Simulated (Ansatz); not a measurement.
# FGaGeH4: ionisation energy by level of theory

How much energy removes an electron from FGaGeH4 at fixed geometry? The cation is run at each level and the neutral's energy taken from earlier runs.

Method: unrestricted cation, the program's frozen cores in correlated methods; program: Ansatz 0.2.0, Gaussian basis.

Plan: UKS PBE-D4/def2-TZVPP; UKS r2SCAN-D4/def2-TZVPP; UKS PBE0-D4/def2-TZVPP; UKS B3LYP-D4/def2-TZVPP; UKS wB97X-V/def2-TZVPP; UKS wB97M-V/def2-TZVPP; UKS B2PLYP/def2-TZVPP; UHF-CCSD(T)/def2-TZVPP; UHF-MP2/def2-QZVPP; extrapolation to the limit; then −ε(HOMO) from the neutral's earlier runs with LDA (SPW92), PBE-D4, revPBE-D4, BLYP-D4, r2SCAN-D4, B97M-V, PBE0-D4, B3LYP-D4, r2SCANh-D4, r2SCAN0-D4, HSE06-D4, BHLYP-D4, CAM-B3LYP-D4, LC-ωPBE, ωB97X-V, ωB97M-V.

## 1. Structure used throughout

An earlier PBE0-D4 in a triple-zeta def2 set relaxation fixed the geometry.

7 atoms, charge 0, spin multiplicity 1.

Atoms are counted from 1 here; the program's logs count them from 0.

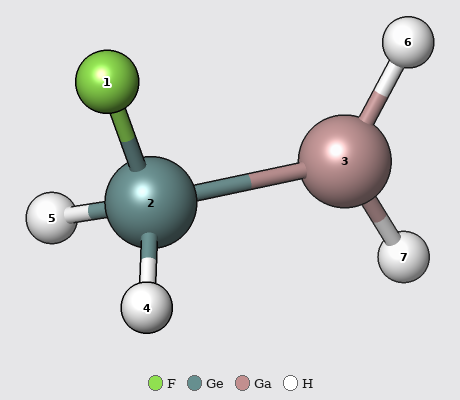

The geometry (fluorine green, germanium teal, gallium pink, hydrogen white); atoms are numbered from 1 in the order of the file.

## 2. Cation, UKS PBE-D4/def2-TZVPP

Input file in.yaml:

```yaml
crystal:
  periodic: [false, false, false]
  atoms:
    - {symbol: F, position_ang: [-2.240267, 0.155660, 0.094216]}
    - {symbol: Ge, position_ang: [-0.707994, -0.172951, -0.696328]}
    - {symbol: Ga, position_ang: [1.103717, 0.216291, 0.911511]}
    - {symbol: H, position_ang: [-0.831168, -1.628739, -1.196209]}
    - {symbol: H, position_ang: [-0.695766, 0.759832, -1.926793]}
    - {symbol: H, position_ang: [0.787145, 0.686009, 2.371068]}
    - {symbol: H, position_ang: [2.584334, -0.016102, 0.442526]}
basis:
  gaussian: {orbitals: def2-TZVPP}
total_charge: 1
magnetization: {spin_polarized: true, initial_magnetization: 1}
hamiltonian: {xc: pbe, dispersion: d4}
```

Run with:

```console
> ansatz run in.yaml --threads 2 --pin off --events-out ev --progress --plain --max-ram 31744MiB --backend cpu
```

The log of the run:

```text
Functional definition: PBE
  name "PBE"
  cite "Perdew, Burke & Ernzerhof, Phys. Rev. Lett. 77, 3865 (1996) doi:10.1103/PhysRevLett.77.3865"
  parent pbe
  parameter kappa = 0.804
  parameter beta = 0.06672455060314922
  exchange = pbe_x(kappa = kappa, mu = beta*pi^2/3)
  correlation = pbe_c(beta = beta)
1118 factors; their error is unknown
mean field evaluation 1: about -111638.5604 eV, gradient 6.7e1 eV
mean field evaluation 2: about -111340.6609 eV, gradient 1.8e2 eV
mean field evaluation 4: about -111647.6515 eV, gradient 2.6e1 eV
mean field evaluation 8: about -111651.1591 eV, gradient 9.7e-1 eV
mean field evaluation 16: about -111651.1407 eV, gradient 2.1e-3 eV
mean field -111651.14070591 eV, -4103.1037410809 hartree, gradient 6.8e-5 eV, S^2 0.751743; 2 other end points of the search recorded, 0 dependent functions left out
reference -111651.14074743 eV, -4103.1037426065 hartree; 38, 37 occupied and 145, 146 virtual orbitals, 1118 factors
Total energy: -111651.24162277 eV, -4103.1074497072 hartree
```

Wall time 4.1 s (2 threads of AMD EPYC 7R13, shared host); peak memory 0.3 GiB.

Less the neutral's -111660.8588 eV (earlier run), this gives 9.617 eV. ⟨S²⟩ = 0.752.

## 3. Cation, UKS r2SCAN-D4/def2-TZVPP

in.yaml: that of step 2 with these lines changed.

```diff
@@ -14,2 +14,2 @@
 magnetization: {spin_polarized: true, initial_magnetization: 1}
-hamiltonian: {xc: pbe, dispersion: d4}
+hamiltonian: {xc: r2scan, dispersion: d4}
```

Launched as before.

The log of the run (excerpt; [...] marks lines left out):

```text
Functional definition: r2SCAN
  name "r2SCAN"
  cite "Furness, Kaplan, Ning, Perdew & Sun, J. Phys. Chem. Lett. 11, 8208 (2020) doi:10.1021/acs.jpclett.0c02405"
  cite "Furness, Kaplan, Ning, Perdew & Sun, J. Phys. Chem. Lett. 11, 9248 (2020) doi:10.1021/acs.jpclett.0c03077"
  parent r2scan
[...]
1118 factors; their error is unknown
[...]
mean field -111668.63545949 eV, -4103.7466614167 hartree, gradient 6.7e-5 eV, S^2 0.754819; 4 other end points of the search recorded, 0 dependent functions left out
reference -111668.63547429 eV, -4103.7466619604 hartree; 38, 37 occupied and 145, 146 virtual orbitals, 1118 factors
Total energy: -111668.65755661 eV, -4103.7474734707 hartree
```

Wall time 11 s (2 threads of AMD EPYC 7R13, shared host); peak memory 0.37 GiB.

The neutral molecule at this level: -111678.4287 eV. Difference: 9.771 eV. ⟨S²⟩ = 0.755.

## 4. Cation, UKS PBE0-D4/def2-TZVPP

in.yaml: that of step 3 with these lines changed.

```diff
@@ -14,2 +14,2 @@
 magnetization: {spin_polarized: true, initial_magnetization: 1}
-hamiltonian: {xc: r2scan, dispersion: d4}
+hamiltonian: {xc: pbe0, dispersion: d4}
```

Launched as before.

The log of the run:

```text
Functional definition: PBE0
  name "PBE0"
  cite "Adamo & Barone, J. Chem. Phys. 110, 6158 (1999) doi:10.1063/1.478522"
  cite "Perdew, Burke & Ernzerhof, Phys. Rev. Lett. 77, 3865 (1996) doi:10.1103/PhysRevLett.77.3865"
  parent pbe
  parameter a = 0.25
  parameter kappa = 0.804
  parameter beta = 0.06672455060314922
  exchange = (1 - a)*pbe_x(kappa = kappa, mu = beta*pi^2/3) + a*exact_x
  correlation = pbe_c(beta = beta)
1206 factors; their error is unknown
mean field evaluation 1: about -111643.5194 eV, gradient 5.7e1 eV
mean field evaluation 2: about -111416.9048 eV, gradient 1.7e2 eV
mean field evaluation 4: about -111652.7716 eV, gradient 1.1e1 eV
mean field evaluation 8: about -111653.0334 eV, gradient 1.6e-1 eV
mean field evaluation 16: about -111653.4980 eV, gradient 2.6e-3 eV
mean field -111653.49799574 eV, -4103.1903698843 hartree, gradient 3.2e-5 eV, S^2 0.754580; 2 other end points of the search recorded, 0 dependent functions left out
reference -111653.49802668 eV, -4103.1903710212 hartree; 38, 37 occupied and 145, 146 virtual orbitals, 1206 factors
Total energy: -111653.58386806 eV, -4103.1935256338 hartree
```

It took 7.5 s on 2 threads of AMD EPYC 7R13, shared host; peak memory 0.68 GiB.

Less the neutral's -111663.4726 eV (earlier run), this gives 9.889 eV. ⟨S²⟩ = 0.755.

## 5. Cation, UKS B3LYP-D4/def2-TZVPP

in.yaml: that of step 4 with these lines changed.

```diff
@@ -14,2 +14,2 @@
 magnetization: {spin_polarized: true, initial_magnetization: 1}
-hamiltonian: {xc: pbe0, dispersion: d4}
+hamiltonian: {xc: {name: B3LYP}, dispersion: d4}
```

Same command.

The log of the run (excerpt; [...] marks lines left out):

```text
Functional definition: B3LYP
  name "B3LYP"
  cite "Stephens, Devlin, Chabalowski & Frisch, J. Phys. Chem. 98, 11623 (1994) doi:10.1021/j100096a001"
  cite "Becke, Phys. Rev. A 38, 3098 (1988) doi:10.1103/PhysRevA.38.3098"
  cite "Lee, Yang & Parr, Phys. Rev. B 37, 785 (1988) doi:10.1103/PhysRevB.37.785"
  cite "Vosko, Wilk & Nusair, Can. J. Phys. 58, 1200 (1980) doi:10.1139/p80-159"
[...]
1184 factors; their error is unknown
[...]
mean field -111673.04544641 eV, -4103.9087254467 hartree, gradient 1.5e-5 eV, S^2 0.753992; 2 other end points of the search recorded, 0 dependent functions left out
reference -111673.04570367 eV, -4103.9087349009 hartree; 38, 37 occupied and 145, 146 virtual orbitals, 1184 factors
Total energy: -111673.21144173 eV, -4103.9148256623 hartree
```

Wall time 8 s (2 threads of AMD EPYC 7R13, shared host); peak memory 0.67 GiB.

Less the neutral's -111683.1350 eV (earlier run), this gives 9.924 eV. ⟨S²⟩ = 0.754.

## 6. Cation, UKS wB97X-V/def2-TZVPP

in.yaml: that of step 5 with these lines changed.

```diff
@@ -14,2 +14,2 @@
 magnetization: {spin_polarized: true, initial_magnetization: 1}
-hamiltonian: {xc: {name: B3LYP}, dispersion: d4}
+hamiltonian: {xc: {name: wB97X-V}}
```

Launched as before.

The log of the run (excerpt; [...] marks lines left out):

```text
Functional definition: wB97X-V
  name "wB97X-V"
  cite "Mardirossian & Head-Gordon, Phys. Chem. Chem. Phys. 16, 9904 (2014) doi:10.1039/C3CP54374A"
  cite "Becke, J. Chem. Phys. 107, 8554 (1997) doi:10.1063/1.475007"
  cite "Vydrov & Van Voorhis, J. Chem. Phys. 133, 244103 (2010) doi:10.1063/1.3521275"
[...]
      + integral(e_c_pw_opposite_spin*poly(b97_u_opposite, cos0, cos1)) + vv10(b, c)
1184 factors; their error is unknown
253 factors; integrals over basis functions are off by at most 6.4e-6 eV
[...]
mean field -111659.16565084 eV, -4103.3986523675 hartree, gradient 8.0e-5 eV, S^2 0.756888; 2 other end points of the search recorded, 0 dependent functions left out
reference -111659.16564901 eV, -4103.3986523002 hartree; 38, 37 occupied and 145, 146 virtual orbitals, 1184 factors
Total energy: -111659.16564901 eV, -4103.3986523002 hartree
```

It took 16 s on 2 threads of AMD EPYC 7R13, shared host; peak memory 0.88 GiB.

Less the neutral's -111669.1991 eV (earlier run), this gives 10.033 eV. ⟨S²⟩ = 0.757.

## 7. Cation, UKS wB97M-V/def2-TZVPP

in.yaml: that of step 6 with these lines changed.

```diff
@@ -14,2 +14,2 @@
 magnetization: {spin_polarized: true, initial_magnetization: 1}
-hamiltonian: {xc: {name: wB97X-V}}
+hamiltonian: {xc: {name: wB97M-V}}
```

Launched as before.

The log of the run (excerpt; [...] marks lines left out):

```text
Functional definition: wB97M-V
  name "wB97M-V"
  cite "Mardirossian & Head-Gordon, J. Chem. Phys. 144, 214110 (2016) doi:10.1063/1.4952647"
  cite "Becke, J. Chem. Phys. 107, 8554 (1997) doi:10.1063/1.475007"
  cite "Vydrov & Van Voorhis, J. Chem. Phys. 133, 244103 (2010) doi:10.1063/1.3521275"
  # Of w^i u^j: cxij and so on, Table III.
[...]
  gx(w, u) = 1 - cx + cx01*u + cx10*w
  gss(w, u) = css00 + css04*u^4 + css10*w + css20*w^2 + css43*w^4*u^3
  gos(w, u) = cos00 + cos10*w + (cos20 + cos21*u)*w^2 + (cos60 + cos61*u)*w^6
[...]
      + integral(e_c_pw_mod_opposite_spin*gos(b97_w_opposite, b97_u_opposite)) + vv10(b, c)
1181 factors; their error is unknown
253 factors; integrals over basis functions are off by at most 6.4e-6 eV
[...]
mean field -111663.07123120 eV, -4103.5421797986 hartree, gradient 3.3e-5 eV, S^2 0.754281; 2 other end points of the search recorded, 0 dependent functions left out
reference -111663.07128032 eV, -4103.5421816037 hartree; 38, 37 occupied and 145, 146 virtual orbitals, 1181 factors
Total energy: -111663.07128032 eV, -4103.5421816037 hartree
```

Run time: 21 s. Hardware: 2 threads of AMD EPYC 7R13, shared host; peak memory 0.93 GiB.

Less the neutral's -111673.0583 eV (earlier run), this gives 9.987 eV. ⟨S²⟩ = 0.754.

## 8. Cation, UKS B2PLYP (frozen core)/def2-TZVPP

in.yaml: that of step 7 with these lines changed.

```diff
@@ -14,2 +14,2 @@
 magnetization: {spin_polarized: true, initial_magnetization: 1}
-hamiltonian: {xc: {name: wB97M-V}}
+hamiltonian: {xc: {name: B2PLYP}}
```

Same command.

The log of the run (excerpt; [...] marks lines left out):

```text
Functional definition: B2PLYP
  name "B2PLYP"
  cite "Grimme, J. Chem. Phys. 124, 034108 (2006) doi:10.1063/1.2148954"
  cite "Becke, Phys. Rev. A 38, 3098 (1988) doi:10.1103/PhysRevA.38.3098"
  cite "Lee, Yang & Parr, Phys. Rev. B 37, 785 (1988) doi:10.1103/PhysRevB.37.785"
[...]
1149 factors; integrals over basis functions are off by at most 9.0e-4 eV
[...]
mean field -111642.20033692 eV, -4102.7751885805 hartree, gradient 8.1e-6 eV, S^2 0.759857; 4 other end points of the search recorded, 0 dependent functions left out
19 core orbitals not correlated: weight in the atoms' cores, before any rotation towards them, 1.000 or more for the frozen orbitals, at most 0.000 for the correlated occupied ones
reference -111642.20049932 eV, -4102.7751945486 hartree; 19, 18 occupied and 145, 146 virtual orbitals, 1149 factors
second order -23.92311204 eV of doubles, -0.00000000 eV of singles
Total energy: -111648.65973957 eV, -4103.0125672496 hartree
```

Wall time 17 s (2 threads of AMD EPYC 7R13, shared host); peak memory 0.81 GiB.

The neutral molecule at this level: -111658.5982 eV. Difference: 9.938 eV. ⟨S²⟩ = 0.760.

## 9. Cation, UHF-CCSD(T)/def2-TZVPP

in.yaml: that of step 8 with these lines changed.

```diff
@@ -14,2 +14,3 @@
 magnetization: {spin_polarized: true, initial_magnetization: 1}
-hamiltonian: {xc: {name: B2PLYP}}
+correlation: {method: ccsd_t}
+scf: {omitted_lower_state_checks: [cluster_reference]}
```

Run with:

```console
> ansatz run in.yaml --threads 2 --pin off --events-out ev --progress --plain --max-ram 31744MiB --backend cuda --devices 0, --max-vram 18GiB
```

The log of the run (excerpt; [...] marks lines left out):

```text
Functional definition: HF
  name "HF"
  cite "Fock, Z. Phys. 61, 126 (1930) doi:10.1007/BF01340294"
  parent pbe
[...]
1149 factors; integrals over basis functions are off by at most 9.0e-4 eV
[...]
mean field -111569.47769674 eV, -4100.1026808469 hartree, gradient 2.4e-6 eV, S^2 0.768127; 3 other end points of the search recorded, 0 dependent functions left out
19 core orbitals not correlated: weight in the atoms' cores, before any rotation towards them, 1.000 or more for the frozen orbitals, at most 0.000 for the correlated occupied ones
reference -111569.47769674 eV, -4100.1026808469 hartree; 19, 18 occupied and 145, 146 virtual orbitals, 1149 factors
second order -19.48928376 eV of doubles, -0.00000000 eV of singles
cycle   1  -19.03524116 eV  change    4.5e-1 eV  update   1.3e-1
[...]
cycle  15  -19.91748402 eV  change   -2.6e-5 eV  update   2.2e-5
perturbative correction -0.70119391 eV, -0.0257684007 hartree
Total energy: -111590.09637466 eV, -4100.8604032848 hartree
Checks for a lower state left out: cluster_reference
```

Run time: 7 s. Hardware: 1 × H100 (card shared with other runs) with 2 threads of AMD EPYC 7R13, shared host; peak host memory 0.84 GiB.

The neutral molecule at this level: -111600.1653 eV. Difference: 10.069 eV. ⟨S²⟩ = 0.768. T1 = 0.018 (report).

## 10. Cation, UHF-MP2/def2-QZVPP

in.yaml: that of step 9 with these lines changed.

```diff
@@ -11,6 +11,6 @@
 basis:
-  gaussian: {orbitals: def2-TZVPP}
+  gaussian: {orbitals: "def2-QZVPP.json"}
 total_charge: 1
 magnetization: {spin_polarized: true, initial_magnetization: 1}
-correlation: {method: ccsd_t}
+correlation: {method: mp2}
 scf: {omitted_lower_state_checks: [cluster_reference]}
```

Launched as before.

The log of the run (excerpt; [...] marks lines left out):

```text
Functional definition: HF
  name "HF"
  cite "Fock, Z. Phys. 61, 126 (1930) doi:10.1007/BF01340294"
  parent pbe
[...]
2257 factors; integrals over basis functions are off by at most 7.7e-4 eV
[...]
mean field -111571.90481403 eV, -4100.1918757623 hartree, gradient 2.3e-6 eV, S^2 0.767529; 4 other end points of the search recorded, 0 dependent functions left out
19 core orbitals not correlated: weight in the atoms' cores, before any rotation towards them, 1.000 or more for the frozen orbitals, at most 0.000 for the correlated occupied ones
reference -111571.90481403 eV, -4100.1918757623 hartree; 19, 18 occupied and 317, 318 virtual orbitals, 2257 factors
second order -33.96581469 eV of doubles, -0.00000000 eV of singles
Total energy: -111605.87062872 eV, -4101.4400964292 hartree
Checks for a lower state left out: cluster_reference
```

It took 11 s on 1 × H100 (card shared with other runs) with 2 threads of AMD EPYC 7R13, shared host; peak host memory 0.95 GiB.

## 11. Extrapolating to the complete basis

This step is arithmetic on the last runs, with X = 3 and 4: exp(−7.88√X) for Hartree-Fock, X^−2.97 for correlation; only MP2 was run in the larger set, so CCSD(T) minus MP2 is added from the smaller one.

```csv
level,energy at the limit (eV)
HF,-111572.2391
MP2,-111616.9283
CCSD,-111617.3565
CCSD(T),-111618.0577
```

This is no true limit for total energies: MP2 correlation changes by a factor of 1.74 from triple to quadruple zeta (about 1.07 in light molecules), because outer-core shells are correlated in sets not made for them. Much of that cancels between molecule and atoms or ions.

The neutral's limit, from its own earlier runs, is -111628.2520 eV in the additive form (MP2 limit plus CCSD(T) minus MP2 in triple zeta), in which the cation has -111618.0577 eV.

## 12. The ladder

Differences are taken before rounding.

```csv
method,ionisation energy (eV),from CCSD(T)/CBS (eV),time
PBE-D4,9.62,-0.58,6.1 s
r2SCAN-D4,9.77,-0.42,14 s
PBE0-D4,9.89,-0.31,10 s
B3LYP-D4,9.92,-0.27,11 s
ωB97X-V,10.03,-0.16,23 s
ωB97M-V,9.99,-0.21,30 s
B2PLYP,9.94,-0.26,21 s
HF/def2-TZVPP,9.48,-0.71,
MP2/def2-TZVPP,10.10,-0.09,
CCSD/def2-TZVPP,10.09,-0.11,
CCSD(T)/def2-TZVPP,10.07,-0.13,10 s (GPU)
CCSD(T)/CBS,10.19,0,34 s (GPU)
```

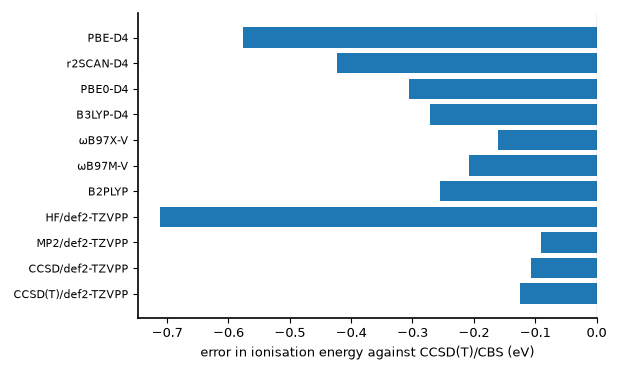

How far each level lands from CCSD(T)/CBS.

Some runs used a GPU and others CPU threads alone; cost is compared among the CPU runs only.

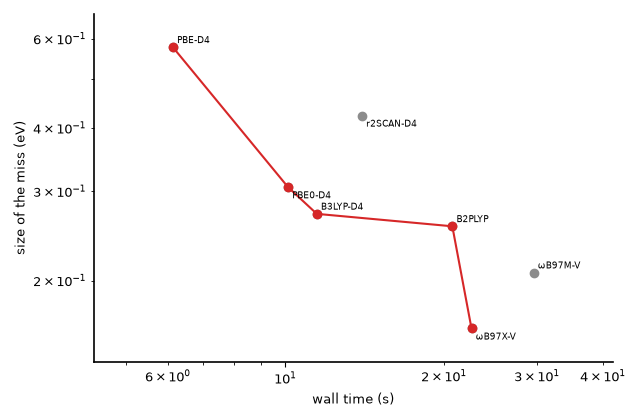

Accuracy for the time spent; red marks the levels that beat every quicker one drawn. Times are from a shared host.

Times add the cation's run and the neutral's; HF, MP2 and CCSD come out of the CCSD(T) runs.

For comparison, −ε(HOMO) of the neutral from earlier runs:

```csv
functional,−ε(HOMO) (eV),by energy difference (eV)
LDA (SPW92),6.77,
PBE-D4,6.65,9.62
revPBE-D4,6.60,
BLYP-D4,6.54,
r2SCAN-D4,6.95,9.77
B97M-V,7.05,
PBE0-D4,7.80,9.89
B3LYP-D4,7.61,9.92
r2SCANh-D4,7.37,
r2SCAN0-D4,7.99,
HSE06-D4,7.41,
BHLYP-D4,8.83,
CAM-B3LYP-D4,9.06,
LC-ωPBE,10.33,
ωB97X-V,10.02,10.03
ωB97M-V,9.83,9.99
```

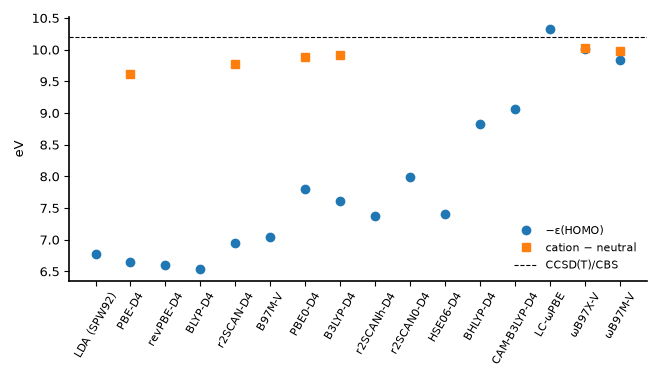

Orbital estimates and energy differences by functional.

## 13. Summary of results

| quantity | value |
| --- | --- |
| ionisation energy, CCSD(T)/CBS | 10.19 eV |
| nearest functional by difference | ωB97X-V (-0.16 eV) |
| nearest −ε(HOMO) | LC-ωPBE (+0.14 eV) |
| −ε(HOMO) of PBE | 6.65 eV |
| T1 of the cation | 0.018 |

In words: By cation minus neutral, the functionals miss by 0.58 eV at most. The PBE orbital energy is 3.5 eV too small: a semilocal HOMO is no ionisation energy. Among orbital estimates LC-ωPBE comes nearest. Hartree-Fock falls 0.71 eV short, as the neutral has more correlation energy than the cation. Correlated methods include outer-core shells of Ga, Ge, which these sets cover unevenly. With outer-core shells in play the reference is unsure by up to some tenths of an eV, so close misses can't be ranked.

ωB97X-V reaches 0.16 eV from the reference in 23 s; the quickest level in the cost chart, PBE-D4, takes 6.1 s and misses by 0.58 eV.
